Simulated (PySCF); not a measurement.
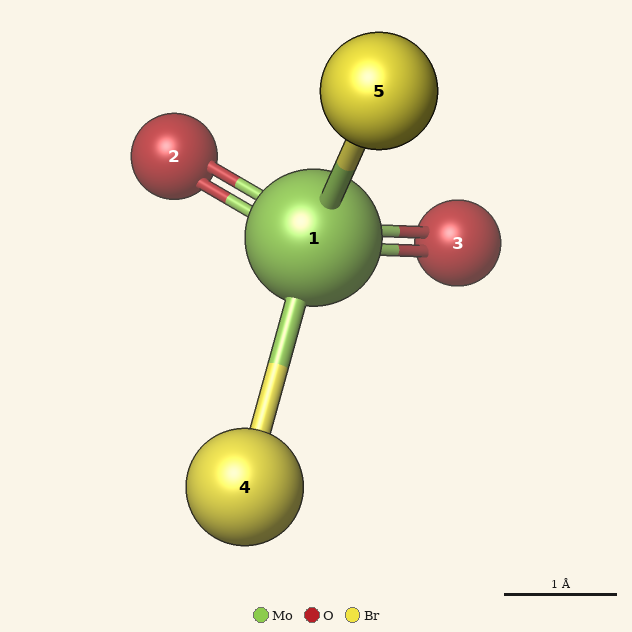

Orthographic view. Distant atoms are faded towards the background colour. The species is neutral and a spin singlet. The geometry was computed by an optimisation with PBE0-D3(BJ)/def2-SVP. No frequency run is at hand to confirm it as a minimum.

Write a Z-matrix (Å, degrees) in the order of the atom numbers, with these reference atoms: 2 to 1; 3 to 1, 2; 4 to 1, 3, 2; 5 to 1, 3, 2.

```
Mo 
O    1   1.661
O    1   1.660   2   106.7
Br   1   2.402   3   109.7   2   119.3
Br   1   2.396   3   109.1   2  -118.5
```
